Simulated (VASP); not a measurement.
# NiO: the relaxed cell at several levels, part 2 of 3

Aim: relax NiO at several levels and hold each cell against experiment. The start is a cell from a database of measured crystal structures.

VASP 6.6.1, plane waves and PAW; the level of theory is named at each step.

Still holding for the runs below: The cell holds one magnetic atom, so no antiferromagnetic order fits into it. Experiment finds antiferromagnetic order in this phase (below 523 K, arxiv:1210.6675), so this ferromagnetic run describes another state.

So far. Step 2 (Relaxation with PBE): It ends with forces that vanish by symmetry and a pressure of 0.13 GPa. The volume lies +2.8 % from that of the database's start. The conventional cell has a = 4.217 Å. The largest moment is 1.49 μB.

## (3) Relaxation with LDA

This step: LDA, spin-polarised from a ferromagnetic start (one magnetic atom a cell); plane waves and PAW (Ni, O) (VASP 6.6.1).

LDA, the lowest rung, knows the local density alone.

File INCAR:

```
SYSTEM = NiO
PREC = Accurate
ENCUT = 560
EDIFF = 1E-06
NELM = 100
ISMEAR = -1
SIGMA = 0.05
LREAL = .FALSE.
ALGO = Normal
GGA = CA
NBANDS = 16
ISPIN = 2
MAGMOM = 1 0
LASPH = .TRUE.
LMAXMIX = 4
LORBIT = 11
LWAVE = .FALSE.
LCHARG = .FALSE.
KPAR = 2
IBRION = 2
NSW = 60
ISIF = 3
EDIFFG = -0.01
```

File POSCAR:

```
NiO
1.0
    0.0000000000      2.0893050000      2.0893050000
    2.0893050000      0.0000000000      2.0893050000
    2.0893050000      2.0893050000      0.0000000000
Ni O
1 1
Direct
    0.0000000000      0.0000000000      0.0000000000
    0.5000000000      0.5000000000      0.5000000000
```

File KPOINTS:

```
Automatic mesh
0
Gamma
8 8 8
0 0 0
```

PAW data sets: Ni and O (PBE family, release 64).

Command:

```
$ mpirun -np 2 vasp_std
```

What it wrote:

```text
[banner, memory and clock lines left out]
running    2 mpi-ranks, on    1 nodes
 distrk:  each k-point on    1 cores,    2 groups
 distr:  one band on    1 cores,    1 groups

 POSCAR found type information on POSCAR NiO
 POSCAR found :  2 types and       2 ions
|                                                                             |
|               ----> ADVICE to this user running VASP <----                  |
|                                                                             |
|     You enforced a specific xc type in the INCAR file but a different       |
|     [... a line on the potential file left out ...]
|     I HOPE YOU KNOW WHAT YOU ARE DOING!                                     |
|                                                                             |

 LDA part: xc-table for (Slater(with rela. corr.)+CA(PZ))
 , standard interpolation
 POSCAR, INCAR and KPOINTS ok, starting setup
 FFT: planning ... GRIDC
 FFT: planning ... GRID_SOFT
 FFT: planning ... GRID
 WAVECAR not read
 entering main loop
       N       E                     dE             d eps       ncg     rms          rms(c)
DAV:   1     0.735975022930E+02    0.73598E+02   -0.78434E+03  1952   0.131E+03
DAV:   2    -0.116812981476E+02   -0.85279E+02   -0.74740E+02  2032   0.252E+02
DAV:   3    -0.155206761638E+02   -0.38394E+01   -0.37391E+01  2224   0.558E+01
DAV:   4    -0.155539940894E+02   -0.33318E-01   -0.33302E-01  2272   0.508E+00
DAV:   5    -0.155547480932E+02   -0.75400E-03   -0.75399E-03  2320   0.780E-01    0.136E+01
DAV:   6    -0.149853841588E+02    0.56936E+00   -0.13552E+01  2048   0.699E+01    0.163E+01
DAV:   7    -0.133991342051E+02    0.15862E+01   -0.58159E+00  2072   0.576E+01    0.511E+00
DAV:   8    -0.133285201805E+02    0.70614E-01   -0.35195E-01  2432   0.929E+00    0.198E+00
DAV:   9    -0.133232390836E+02    0.52811E-02   -0.20085E-02  2264   0.180E+00    0.577E-01
DAV:  10    -0.133215237712E+02    0.17153E-02   -0.31630E-03  2312   0.121E+00    0.819E-02
DAV:  11    -0.133215657804E+02   -0.42009E-04   -0.46201E-04  2616   0.228E-01    0.475E-02
DAV:  12    -0.133215672607E+02   -0.14803E-05   -0.29704E-05  2704   0.740E-02    0.183E-02
DAV:  13    -0.133215655020E+02    0.17587E-05   -0.21807E-06  1968   0.168E-02    0.910E-03
DAV:  14    -0.133215647430E+02    0.75898E-06   -0.11901E-06  1152   0.182E-02
   1 F= -.13321565E+02 E0= -.13314557E+02  d E =-.133216E+02  mag=     0.6720
 curvature:   0.00 expect dE= 0.000E+00 dE for cont linesearch  0.000E+00
 trial: gam= 0.00000 g(F)=  0.425E-63 g(S)=  0.352E+00 ort = 0.000E+00 (trialstep = 0.100E+01)
 search vector abs. value=  0.352E+00
 bond charge predicted
       N       E                     dE             d eps       ncg     rms          rms(c)
DAV:   1    -0.173737452936E+02   -0.40522E+01   -0.43051E+01  2096   0.105E+02    0.164E+01
DAV:   2    -0.141132313323E+02    0.32605E+01   -0.92834E+00  2048   0.680E+01    0.782E+00
DAV:   3    -0.136397248336E+02    0.47351E+00   -0.26137E+00  2176   0.403E+01    0.461E+00
DAV:   4    -0.134034686455E+02    0.23626E+00   -0.35847E-01  2632   0.119E+01    0.170E+00
DAV:   5    -0.133564514593E+02    0.47017E-01   -0.65963E-02  2800   0.419E+00    0.849E-01
DAV:   6    -0.133549108288E+02    0.15406E-02   -0.55531E-03  2072   0.927E-01    0.332E-01
DAV:   7    -0.133545183600E+02    0.39247E-03   -0.18193E-03  2536   0.652E-01    0.200E-01
DAV:   8    -0.133548452605E+02   -0.32690E-03   -0.38626E-04  2616   0.345E-01    0.601E-02
DAV:   9    -0.133548531636E+02   -0.79031E-05   -0.28188E-05  2512   0.831E-02    0.212E-02
DAV:  10    -0.133548531474E+02    0.16202E-07   -0.16404E-06  1680   0.160E-02
   2 F= -.13354853E+02 E0= -.13346062E+02  d E =-.332884E-01  mag=     0.3262
[...]
3 F= -.13426932E+02 E0= -.13418309E+02  d E =-.105367E+00  mag=     0.5760
[...]
4 F= -.13426912E+02 E0= -.13418380E+02  d E =-.105347E+00  mag=     0.5824
 curvature:  -0.22 expect dE=-0.163E-04 dE for cont linesearch -0.163E-04
 ZBRENT: accuracy reached
 trial: gam= 0.00000 g(F)=  0.442E-59 g(S)=  0.730E-04 ort =-0.507E-02 (trialstep = 0.915E+00)
 search vector abs. value=  0.730E-04
 bond charge predicted
       N       E                     dE             d eps       ncg     rms          rms(c)
DAV:   1    -0.134275821122E+02   -0.67016E-03   -0.74552E-03  2064   0.144E+00    0.197E-01
DAV:   2    -0.134270673361E+02    0.51478E-03   -0.17005E-03  2104   0.935E-01    0.111E-01
DAV:   3    -0.134269772081E+02    0.90128E-04   -0.41352E-04  2160   0.468E-01    0.619E-02
DAV:   4    -0.134269389278E+02    0.38280E-04   -0.72954E-05  2608   0.169E-01    0.227E-02
DAV:   5    -0.134269326645E+02    0.62634E-05   -0.89164E-06  2600   0.343E-02    0.103E-02
DAV:   6    -0.134269326369E+02    0.27582E-07   -0.28400E-07   944   0.754E-03
   5 F= -.13426933E+02 E0= -.13418467E+02  d E =-.208173E-04  mag=     0.5881
 trial-energy change:   -0.000021  1 .order   -0.000017   -0.000067    0.000033
 step:   0.6128(harm=  0.6128)  dis= 0.00000  next Energy=   -13.426934 (dE=-0.224E-04)
 reached required accuracy - stopping structural energy minimisation
```

Run time: 32 s. Hardware: 2 MPI ranks of AMD EPYC 9R14 (Zen 4), shared host; peak memory 0.24 GiB; 63 s of CPU time.

OUTCAR, selected parts (step 3):

```text
The static configuration has the point symmetry O_h .

 Found     29 irreducible k-points:

   NELECT =      16.0000    total number of electrons

 E-fermi :   8.7777

 spin component 1
 k-point     1 :       0.0000    0.0000    0.0000
  band No.  band energies     occupation
    ...
      5       6.5202      1.00000
      6       6.5202      1.00000
      7       6.5202      1.00000
      8       6.6272      1.00000
      9       6.6272      1.00000
     10      10.9844      0.00000
     11      26.8157      0.00000
     12      28.4621      0.00000
     13      28.4621      0.00000
     14      28.4621      0.00000
    ...

 k-point     2 :       0.1250    0.0000    0.0000
  band No.  band energies     occupation
    ...
      5       6.6621      1.00000
      6       6.6621      1.00000
      7       6.8635      1.00000
      8       7.5198      1.00000
      9       7.5198      1.00000
     10      11.9392      0.00000
     11      24.3436      0.00000
     12      27.8673      0.00000
     13      27.8673      0.00000
     14      29.5774      0.00000
    ...

 k-point     3 :       0.2500    0.0000    0.0000
  band No.  band energies     occupation
    ...
      5       6.9899      1.00000
      6       6.9899      1.00000
      7       7.2622      1.00000
      8       8.7392      0.68328
      9       8.7392      0.68328
     10      13.6051      0.00000
     11      21.4701      0.00000
     12      25.8649      0.00000
     13      25.8649      0.00000
     14      30.2345      0.00000
    ...

 k-point     4 :       0.3750    0.0000    0.0000
  band No.  band energies     occupation
    ...
      3       2.8004      1.00000
      4       2.8004      1.00000
      5       7.3368      1.00000
      6       7.3368      1.00000
      7       7.7100      1.00000
      8       9.6526      0.00000
      9       9.6526      0.00000
     10      14.5249      0.00000
     11      19.8589      0.00000
     12      24.0444      0.00000
    ...

  Total       -0.0156825     -0.0156825     -0.0156825     -0.0000000      0.0000000     -0.0000000
  in kB       -1.5093094     -1.5093094     -1.5093094     -0.0000000      0.0000000     -0.0000000
  external PRESSURE =      -1.5093094 kB  Pullay stress =       0.0000000 kB

  energy-cutoff  :      560.00
  volume of cell :       16.65
      direct lattice vectors                 reciprocal lattice vectors
    -0.000000000  2.026620342  2.026620342    -0.246716166  0.246716166  0.246716166
     2.026620342  0.000000000  2.026620342     0.246716166 -0.246716166  0.246716166
     2.026620342  2.026620342 -0.000000000     0.246716166  0.246716166 -0.246716166

 POSITION                                       TOTAL-FORCE (eV/Angst)
 -----------------------------------------------------------------------------------
      2.02662      2.02662     -0.00000        -0.000000      0.000000      0.000000
      2.02662      2.02662      2.02662         0.000000     -0.000000     -0.000000
 -----------------------------------------------------------------------------------
    total drift:                                0.000000     -0.000000     -0.000000

  FREE ENERGIE OF THE ION-ELECTRON SYSTEM (eV)
  ---------------------------------------------------
  free  energy   TOTEN  =       -13.4269326369 eV

  energy  without entropy=      -13.4100007995  energy(sigma->0) =      -13.41846672

 total charge
# of ion       s       p       d       tot
------------------------------------------
    1        0.366   0.475   8.423   9.264
    2        1.554   3.390   0.000   4.944
--------------------------------------------------
tot          1.920   3.865   8.423  14.209

 magnetization (x)
# of ion       s       p       d       tot
------------------------------------------
    1        0.007   0.008   0.470   0.484
    2        0.012   0.074   0.000   0.086
--------------------------------------------------
tot          0.019   0.082   0.470   0.570

[... 8 parts as in an earlier step ...]

[... 9 further parts left out ...]
```

CONTCAR:

```
NiO
   1.00000000000000
    -0.0000000000000000    2.0266203415183881    2.0266203415183881
     2.0266203415183881    0.0000000000000000    2.0266203415183881
     2.0266203415183881    2.0266203415183881   -0.0000000000000000
  Ni              O
     1     1
Direct
     0.0000000000000000    0.0000000000000000    1.0000000000000000
     0.5000000000000000    0.5000000000000000    0.5000000000000000
```

The PAW data sets were made with PBE, though LDA sets exist; this is a small mismatch. After so large a change of volume the plane waves of the start cell no longer fit, so the final stress carries a basis-set error.

Step by step:

```csv
step,energy less that of the first step (eV),largest force (eV/Å),pressure (GPa),volume (Å³)
1,0.0000,0.0000,-19.37,18.24
2,-0.0333,0.0000,21.72,15.48
3,-0.1054,0.0000,-0.48,16.64
4,-0.1053,0.0000,0.31,16.61
5,-0.1054,0.0000,-0.15,16.65
```

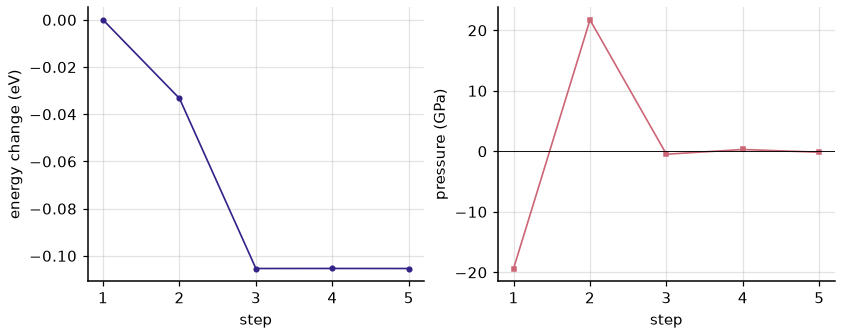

Energy and pressure along the relaxation.

```csv
"conventional cell, symmetrised",before,after,change
a (Å),4.179,4.053,-3.0 %
b (Å),4.179,4.053,-3.0 %
c (Å),4.179,4.053,-3.0 %
volume (Å³/atom),9.12,8.32,-8.7 %
```

The relaxed structure:

```cif
data_structure
_symmetry_space_group_name_H-M 'P 1'
_symmetry_Int_Tables_number 1
_cell_length_a 2.8661
_cell_length_b 2.8661
_cell_length_c 2.8661
_cell_angle_alpha 60.000
_cell_angle_beta 60.000
_cell_angle_gamma 60.000
_cell_volume 16.65
loop_
_atom_site_label
_atom_site_type_symbol
_atom_site_fract_x
_atom_site_fract_y
_atom_site_fract_z
_atom_site_occupancy
Ni1 Ni 0.00000 0.00000 0.00000 1
O2 O 0.50000 0.50000 0.50000 1
```

Numbers from this step:

```
free energy (TOTEN)                               : -13.43 eV
energy at zero smearing                           : -13.42 eV
Fermi energy                                      : 8.778 eV
pressure                                          : -0.1509 GPa
moment of the cell, from the last line of the log : 0.5881 μB
SCF cycles over all ionic steps                   : 61
```

Spin moment in the PAW sphere by atom:

```csv
atom,spin moment in the PAW sphere (μB)
Ni1,0.484
O2,0.086
```

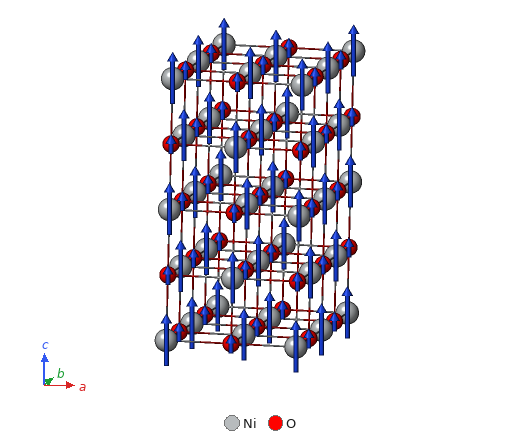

Spin moment in the PAW sphere as arrows, the longest 0.484 μB. Up and down stand for the sign. Arrows give size and sign along the axis of quantisation, drawn up and down the page. Each arrow also spans its atom, so small moments look longer than they are. 1×2×2 conventional cells are drawn. Some periodic images of atoms are drawn too.

It ends at 8.324 Å³/atom, -8.7 % from the start, with -0.15 GPa left. The conventional cell has a = 4.053 Å. The largest moment is 0.48 μB.

## (4) Relaxation with r2SCAN

This step: r2SCAN, spin-polarised from a ferromagnetic start (one magnetic atom a cell); plane waves and PAW (Ni, O) (VASP 6.6.1).

r2SCAN adds the kinetic-energy density, costs more than a GGA and is run with LASPH.

Edit INCAR of step 3 so:

```diff
@@ -9,3 +9,4 @@
 ALGO = Normal
-GGA = CA
+METAGGA = R2SCAN
+LASPH = .TRUE.
 NBANDS = 16
@@ -13,3 +14,2 @@
 MAGMOM = 1 0
-LASPH = .TRUE.
 LMAXMIX = 4
```

POSCAR is that of step 3.

KPOINTS is that of step 3.

Command:

```
$ mpirun -np 2 vasp_std
```

What it wrote:

```text
[banner, memory and clock lines left out]
running    2 mpi-ranks, on    1 nodes
[...]
[... a notice as in an earlier step ...]

 LDA part: xc-table for (None), standard interpolation
 POSCAR, INCAR and KPOINTS ok, starting setup
[...]
entering main loop
       N       E                     dE             d eps       ncg     rms          rms(c)
DAV:   1     0.672510418075E+02    0.67251E+02   -0.80336E+03  1952   0.134E+03
DAV:   2    -0.208431863335E+02   -0.88094E+02   -0.77265E+02  2048   0.260E+02
DAV:   3    -0.248837100112E+02   -0.40405E+01   -0.39402E+01  2208   0.584E+01
DAV:   4    -0.249206781997E+02   -0.36968E-01   -0.36947E-01  2304   0.541E+00
[...]
DAV:  15    -0.201115464537E+02   -0.32508E-05   -0.17910E-06  2040   0.201E-02    0.387E-03
DAV:  16    -0.201115450833E+02    0.13705E-05   -0.73943E-07  1104   0.110E-02    0.250E-03
DAV:  17    -0.201115456929E+02   -0.60963E-06   -0.79879E-08  1016   0.853E-03
   1 F= -.20111546E+02 E0= -.20111541E+02  d E =-.201115E+02  mag=     2.0000
[...]
DAV:   6    -0.201117182177E+02    0.68419E-05   -0.23720E-05  2352   0.819E-02    0.131E-02
DAV:   7    -0.201117191094E+02   -0.89165E-06   -0.20394E-06  1752   0.232E-02
   2 F= -.20111719E+02 E0= -.20111716E+02  d E =-.173416E-03  mag=     2.0000
 trial-energy change:   -0.000173  1 .order   -0.000281   -0.002111    0.001549
 step:   0.5329(harm=  0.5767)  dis= 0.00000  next Energy=   -20.112092 (dE=-0.546E-03)
[...]
N       E                     dE             d eps       ncg     rms          rms(c)
DAV:   1    -0.201164991686E+02   -0.47810E-02   -0.54855E-02  1992   0.415E+00    0.503E-01
DAV:   2    -0.201124470202E+02    0.40521E-02   -0.70115E-03  2232   0.196E+00    0.305E-01
DAV:   3    -0.201121918326E+02    0.25519E-03   -0.42204E-04  1896   0.225E-01    0.204E-01
DAV:   4    -0.201121463018E+02    0.45531E-04   -0.30812E-05  2112   0.708E-02    0.662E-02
DAV:   5    -0.201121084063E+02    0.37896E-04   -0.14985E-05  2592   0.635E-02    0.167E-02
DAV:   6    -0.201121053402E+02    0.30661E-05   -0.48120E-06  2112   0.378E-02    0.623E-03
DAV:   7    -0.201121052321E+02    0.10817E-06   -0.40497E-07   984   0.102E-02
   3 F= -.20112105E+02 E0= -.20112102E+02  d E =-.559539E-03  mag=     2.0000
[...]
reached required accuracy - stopping structural energy minimisation
```

The job ended after 82 s (2 MPI ranks; peak memory 0.27 GiB; 2.7 min of CPU time).

Parts of OUTCAR (step 4):

```text
  Total        0.0043012      0.0043012      0.0043012      0.0000000     -0.0000000      0.0000000
  in kB        0.3753236      0.3753236      0.3753236      0.0000000     -0.0000000      0.0000000
  external PRESSURE =       0.3753236 kB  Pullay stress =       0.0000000 kB

 POSITION                                       TOTAL-FORCE (eV/Angst)
 -----------------------------------------------------------------------------------
      0.00000      0.00000      0.00000        -0.000000     -0.000000      0.000000
      2.09389      2.09389      2.09389         0.000000      0.000000     -0.000000
 -----------------------------------------------------------------------------------
    total drift:                                0.000000     -0.000000     -0.000000

  FREE ENERGIE OF THE ION-ELECTRON SYSTEM (eV)
  ---------------------------------------------------
  free  energy   TOTEN  =       -20.1121052321 eV

  energy  without entropy=      -20.1120979943  energy(sigma->0) =      -20.11210161

 magnetization (x)
# of ion       s       p       d       tot
------------------------------------------
    1        0.011   0.012   1.671   1.694
    2        0.028   0.247   0.000   0.275
--------------------------------------------------
tot          0.039   0.259   1.671   1.969

[... 2 parts as in an earlier step ...]

[... 2 further parts left out ...]
[key lines of the parts left out:]
E-fermi :   7.7926
```

The gap is read on the k-mesh alone, so it is an upper bound where the band edges lie off the mesh. Direct gaps are counted within one spin. The valence top and the conduction bottom belong to opposite spins. The PAW data sets were made with PBE, which is usual practice but a small mismatch for other functionals.

Relaxation path:

```csv
step,energy less that of the first step (eV),largest force (eV/Å),pressure (GPa),volume (Å³)
1,0.0000,0.0000,1.50,18.24
2,-0.0002,0.0000,-1.09,18.47
3,-0.0006,0.0000,0.04,18.36
```

```csv
"conventional cell, symmetrised",before,after,change
a (Å),4.179,4.188,+0.2 %
b (Å),4.179,4.188,+0.2 %
c (Å),4.179,4.188,+0.2 %
volume (Å³/atom),9.12,9.18,+0.7 %
```

The relaxed structure:

```xyz
2
Lattice="0.0000 2.0939 2.0939 2.0939 0.0000 2.0939 2.0939 2.0939 0.0000" Properties=species:S:1:pos:R:3 pbc="T T T"
Ni    0.0000    0.0000    0.0000
O     2.0939    2.0939    2.0939
```

It ends at 9.180 Å³/atom, +0.7 % from the start, with 0.04 GPa left. The conventional cell has a = 4.188 Å. The largest moment is 1.69 μB.

(Continued in part 3 of 3.)

[Lines on the potential files, build, host, timing and source positions are cut from VASP's logs without a mark.]

[Logs are printed without paths, hosts, clocks, repeated set-up lines and the standing remarks that a program may print on its own settings, such as how far it seeks lower states.]

[Hosts, paths, dates, database ids (printed as entryN), source tags and the programs' standing remarks are cut or masked in the printed files.]

[A measured line is paired with the nearest computed mode of its activity, which favours agreement.]

[In band tables of VASP the shares of atoms and orbitals are scaled to a sum of 1 inside the atoms' spheres.]
